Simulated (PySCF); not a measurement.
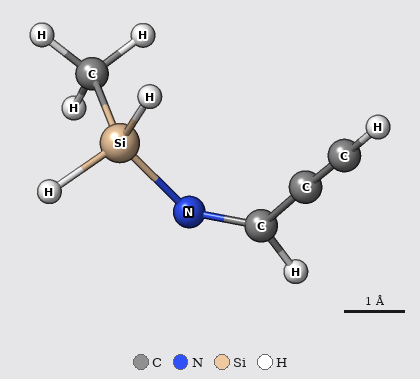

Fig. 1: The structure as given in the input (ball-and-stick view, seen at a tilt). Bond lengths as drawn: C–C 1.21 to 1.44 Å, C–H 1.08 to 1.11 Å, C–N 1.27 Å, C–Si 1.87 Å, H–Si 1.49 to 1.50 Å and N–Si 1.76 Å.

**Run report: C4H7NSi, excited-state calculation**

C4H7NSi, computed with TDDFT LC-wPBE/def2-SVPD, vertical, gas phase, core orbitals frozen in the response (PySCF 2.14.0).

The geometry comes from this level: PBE0-D3(BJ)/def2-SVP.

Output
```
coarse grid: 11376 points
cycle   1  E = -500.1754401585  dE =  6.210e-01  |g| = 4.937e-01  |ddm| = 6.659e+00
cycle   2  E = -500.1858004454  dE = -1.036e-02  |g| = 5.269e-01  |ddm| = 2.109e+00
cycle   3  E = -500.2424294517  dE = -5.663e-02  |g| = 6.540e-02  |ddm| = 9.622e-01
cycle   4  E = -500.2437204643  dE = -1.291e-03  |g| = 3.024e-02  |ddm| = 2.792e-01
cycle   5  E = -500.2439802542  dE = -2.598e-04  |g| = 9.693e-03  |ddm| = 1.200e-01
cycle   6  E = -500.2440088719  dE = -2.862e-05  |g| = 4.036e-03  |ddm| = 2.599e-02
cycle   7  E = -500.2440159988  dE = -7.127e-06  |g| = 1.673e-03  |ddm| = 1.349e-02
final grid: 105360 points
cycle   8  E = -500.3270196028  dE = -2.154e-05  |g| = 3.754e-03  |ddm| = 9.347e-02
cycle   9  E = -500.3270208846  dE = -1.282e-06  |g| = 3.246e-03  |ddm| = 1.485e-02
cycle  10  E = -500.3270231535  dE = -2.269e-06  |g| = 6.909e-04  |ddm| = 5.761e-03
cycle  11  E = -500.3270232812  dE = -1.277e-07  |g| = 2.019e-04  |ddm| = 1.254e-03
cycle  12  E = -500.3270233105  dE = -2.928e-08  |g| = 7.262e-05  |ddm| = 9.656e-04
cycle  13  E = -500.3270233158  dE = -5.256e-09  |g| = 4.417e-05  |ddm| = 2.149e-04
cycle  14  E = -500.3270233173  dE = -1.578e-09  |g| = 2.034e-05  |ddm| = 1.519e-04
cycle  15  E = -500.3270233176  dE = -2.952e-10  |g| = 5.252e-06  |ddm| = 6.967e-05
```

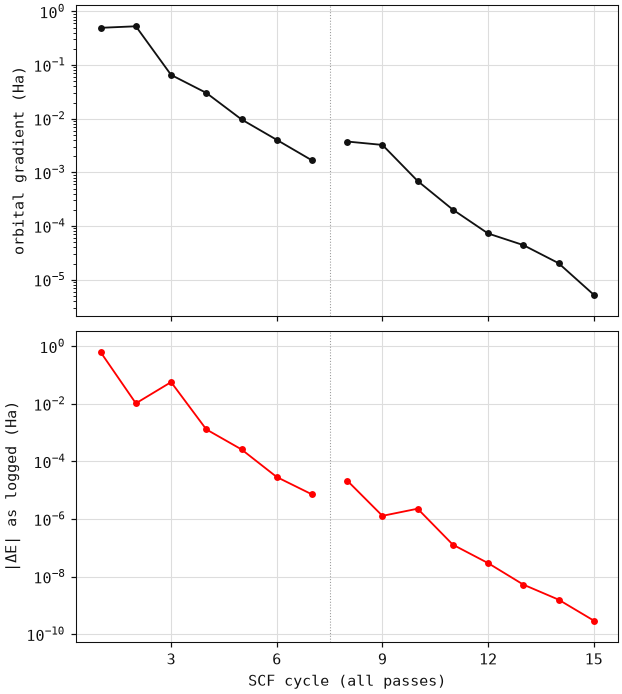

Fig. 2: Convergence of the self-consistent field: orbital gradient and size of the energy change against the SCF cycle. The dotted line marks the change from a coarse to the final integration grid. The first 7 cycles use a coarse grid, the final grid takes over at cycle 8, and the field converges after 15 cycles in all.

```
converged SCF energy = -500.3270233176

Static polarisability (au): isotropic 80.308, principal 61.893 73.174 105.858

Singlet excitations
state   eV       nm        f      main configurations
  1   3.8181    324.7   0.00129   H->L 0.92
  2   5.3184    233.1   0.00000   H-2->L 0.88
  3   5.8553    211.7   0.19792   H-1->L 0.74
  4   6.7311    184.2   0.00006   H-1->L+3 0.30, H-1->L+2 0.20, H-1->L+1 0.12
  5   7.3467    168.8   0.01155   H->L+1 0.46, H->L+2 0.22, H->L+3 0.20
  6   7.6349    162.4   0.37427   H-3->L 0.24, H-1->L 0.18, H-4->L 0.12
  7   7.7286    160.4   0.00905   H-4->L 0.52, H-3->L 0.30
  8   8.1485    152.2   0.03464   H->L+2 0.41, H->L+7 0.19, H->L+1 0.14
  9   8.3596    148.3   0.00506   H->L+4 0.25, H->L+3 0.23, H->L+5 0.13
 10   8.4984    145.9   0.12725   H->L+6 0.41, H-1->L+1 0.27

Triplet excitations (Tamm-Dancoff, eV): 3.1750 3.7676 4.8847 5.3667
Vertical ionisation energy (delta-SCF) = 9.3215 eV
```

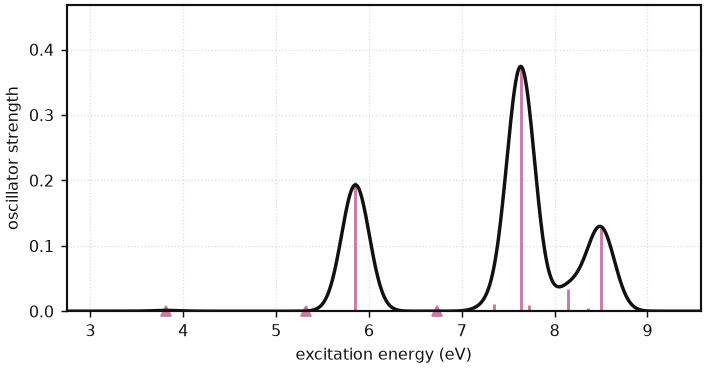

Fig. 3: Computed excitations as sticks (degenerate states added up, dark ones marked on the axis), with a Gaussian envelope of 0.35 eV full width at half maximum, scaled to the tallest. Of the 10 states the lowest lies at 3.82 eV (f = 0.001); the strongest line is at 7.63 eV, or 162 nm (f = 0.374).

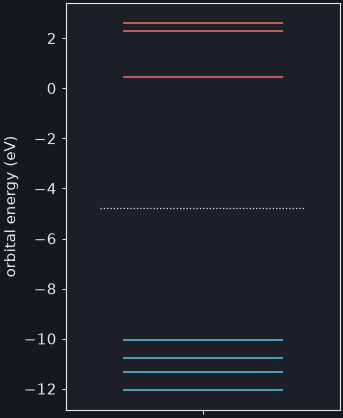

Fig. 4: Orbital energies near the frontier; the dotted line parts filled from empty levels, and levels within 0.02 eV of each other stand side by side. Highest filled −10.06 eV, lowest empty 0.46 eV, 10.52 eV apart.

This output came from the following input.

The input
```
{"job": {"kind": "uv", "xc": "LC-wPBE", "basis": "def2-SVPD", "ip": true}, "charge": 0, "multiplicity": 1}
C      2.524979     1.420634     0.412887
C      1.899922     0.425976     0.108626
C      1.184430    -0.765249    -0.276516
N      0.015397    -1.099167     0.082386
Si    -1.136663    -0.267472     1.119413
C     -2.656905     0.083960     0.086789
H      3.066632     2.306111     0.692621
H      1.751154    -1.428221    -0.959232
H     -0.612113     0.999824     1.726159
H     -1.452823    -1.226636     2.219274
H     -3.473337     0.466419     0.718866
H     -2.438706     0.836994    -0.685719
H     -3.001093    -0.834293    -0.411899
```

The first line tells a small driver script what to run in PySCF; the rest is the geometry in Å.

Command:
```bash
OMP_NUM_THREADS=1 python <driver script> task.json out
```

Summary

```csv
quantity,value
outcome,converged
total energy,−500.327023 hartree
HOMO,−10.06 eV
LUMO,0.46 eV
dipole moment,1.62 D
mean polarisability,80.31 a.u.
vertical ionisation energy,9.32 eV
lowest singlet excitation,3.82 eV
hardware,"1 CPU thread, shared host"
wall time,86 s
peak memory,0.92 GiB
```
